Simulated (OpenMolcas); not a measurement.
Run report: CuF, vibrational levels from the curve calculation

System: CuF, SMILES [F][Cu].
Method: CASPT2/ANO-RCC-VDZP, DKH2 (OpenMolcas 26.06).

The geometry comes from this level: PBE0-D4/def2-TZVP.

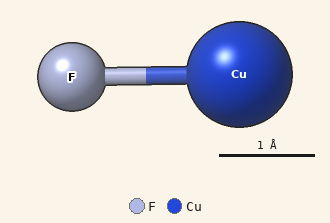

Figure 1. The structure as given in the input (ball-and-stick view, seen at a tilt). Sticks mark near contacts.

## Key numbers

- outcome: converged
- total energy: −1753.586125 hartree
- hardware: 1 thread of Arm Neoverse V1, 24 GiB of memory available, shared host
- peak memory: 0.086 GiB

## Input
```
* CuF CASPT2

&VIBROT
 ROVIBRATIONAL
 ATOMS=0 F 0 Cu
 POTENTIAL
 2.66829 -1753.49622714
 2.80057 -1753.53766854
 2.93474 -1753.56312113
 3.06892 -1753.57746043
 3.20120 -1753.58426967
 3.33537 -1753.58612423
 3.46765 -1753.58456084
 3.60182 -1753.58064947
 3.73410 -1753.57526312
 3.90228 -1753.56705181
 4.10260 -1753.55620821
 4.33503 -1753.54314153
 4.83581 -1753.51594306
 5.66918 -1753.47353957
 6.66884 -1753.43758111
 8.00299 -1753.42883296
 10.00421 -1753.42706994
 Plot=2.67 10.00 0.1
 GRID=199
 RANGE=2.668 10.004
 VIBRATIONS=3
 ROTATIONS=0 3
 ORBITAL=0
```

Launched with:
```bash
export MOLCAS_MEM=1860
pymolcas step4.inp > step4.log
```

## The program's output
```
--- Start Module: vibrot ---

                                              &VIBROT

                       available to each process: 1.9 GB of memory, 1 thread

 Vibration-Rotation spectrum for the FCu  molecule.

 Rotational quantum number range   0  3
 Electronic angular momentum       0
 Vibrational quantum number range  0  2
 Mass of atom  19 F    34631.970383 au
 Mass of atom  63 Cu  114713.639130 au
 Reduced mass          26601.112452 au

 Statistics for numerical integration
 Number of steps           199
 Step length               0.006675
 Radial integration range  2.668000 10.004000 au
 logarithmic range         0.981329  2.302985

 Spectroscopic constants will be computed
 Matrix elements of operators will not be computed

 Potential read from input
       R(au)     E(au)
     2.668290-1753.496227
     2.800570-1753.537669
     2.934740-1753.563121
     3.068920-1753.577460
     3.201200-1753.584270
     3.335370-1753.586124
     3.467650-1753.584561
     3.601820-1753.580649
     3.734100-1753.575263
     3.902280-1753.567052
     4.102600-1753.556208
     4.335030-1753.543142
     4.835810-1753.515943
     5.669180-1753.473540
     6.668840-1753.437581
     8.002990-1753.428833
    10.004210-1753.427070
 A plot file of the potential will be generated
 Generating plot file:VIBPLT0

 Scaling parameter for potential:    1.000000

 extremum points
                        R(au)         Value
 Min point         3.331759  -1753.586125
 Extrapolated value at infinity -1753.424774

 Eigenstates

  Vib. q.n.   Rot. q.n.    Energy
      0           0      0.001341
      1           0      0.003998
      2           0      0.006628
      0           1      0.001344
      1           1      0.004001
      2           1      0.006631
      0           2      0.001351
      1           2      0.004008
      2           2      0.006637
      0           3      0.001361
      1           3      0.004018
      2           3      0.006647

     Rotational constants for vibrational quantum number  0
     B= 3.701152E-01 cm-1     D= 5.899705E-07 cm-1
     Observed and computed term values (cm-1)
       1        7.402280E-01        7.402280E-01        2.510780E-11
       2        2.220670E+00        2.220670E+00       -1.394529E-11
       3        4.441297E+00        4.441297E+00        2.794209E-12

     Rotational constants for vibrational quantum number  1
     B= 3.670662E-01 cm-1     D= 5.875317E-07 cm-1
     Observed and computed term values (cm-1)
       1        7.341301E-01        7.341301E-01       -2.357059E-11
       2        2.202376E+00        2.202376E+00        1.309397E-11
       3        4.404710E+00        4.404710E+00       -2.610356E-12

     Rotational constants for vibrational quantum number  2
     B= 3.639795E-01 cm-1     D= 5.806561E-07 cm-1
     Observed and computed term values (cm-1)
       1        7.279566E-01        7.279566E-01       -2.408374E-11
       2        2.183856E+00        2.183856E+00        1.337641E-11
       3        4.367670E+00        4.367670E+00       -2.672529E-12

     Rotational constants B(nv) and D(nv) in cm-1
       1        3.701152E-01        5.899705E-07
       2        3.670662E-01        5.875317E-07
       3        3.639795E-01        5.806561E-07

     Spectroscopic constants De= 5.930386E-07 cm-1  Betae=-4.657226E-09 cm-1
     Observed and computed D values
       0        5.899705E-07        5.907100E-07       -7.394628E-10
       1        5.875317E-07        5.860528E-07        1.478926E-09
       2        5.806561E-07        5.813956E-07       -7.394628E-10

     Spectroscopic constants Be,Alphae and Gammae
     Be= 3.716255E-01 cm-1    Alphae= 3.011160E-03 cm-1    Gammae=-1.889411E-05
     Observed and computed B values
       0        3.701152E-01        3.701152E-01       -8.881784E-16
       1        3.670662E-01        3.670662E-01       -2.053913E-15
       2        3.639795E-01        3.639795E-01       -4.607426E-15

     Vibrational constants we  = 5.902185E+02 cm-1
                           wexe=-3.673616E+00 cm-1
                           weye= 1.268639E-01 cm-1
     Observed and computed band origins
       0        2.942067E+02        2.942067E+02       -5.286438E-12
       1        8.774903E+02        8.774903E+02       -6.730261E-11
       2        1.454568E+03        1.454568E+03       -1.543867E-10

     Spectroscopic constants for F Cu

     Range of J-values used in fit  0  3
     Range of v-values used in fit  0  2

     Re(a)                 1.7631
     De(ev)                4.3906
     D0(ev)                4.3541
     we(cm-1)        5.902185E+02
     wexe(cm-1)     -3.673616E+00
     weye(cm-1)      1.268639E-01
     Be(cm-1)        3.716255E-01
     Alphae(cm-1)    3.011160E-03
     Gammae(cm-1)   -1.889411E-05
     Dele(cm-1)      5.930386E-07
     Betae(cm-1)    -4.657226E-09

     Max deviation in term values is  2.13E-07 cm(-1)

     Term values(observed and computed) in cm(-1)

 J-value         0                     1                     2                     3

 v-value
     0    294.21    294.21      294.95    294.95      296.43    296.43      298.65    298.65
     1    877.49    877.49      878.22    878.22      879.69    879.69      881.90    881.90
     2   1454.57   1454.57     1455.30   1455.30     1456.75   1456.75     1458.94   1458.94

     observed G-values in cm(-1)

     v      G(v)     deltaG(v+1/2)
     0     294.21
                        583.28
     1     877.49
                        577.08
     2    1454.57
--- Stop Module: vibrot /rc=_RC_ALL_IS_WELL_ ---

.##################.
.# Happy landing! #.
.##################.

    Timing: Wall=0.03 User=0.02 System=0.01
```
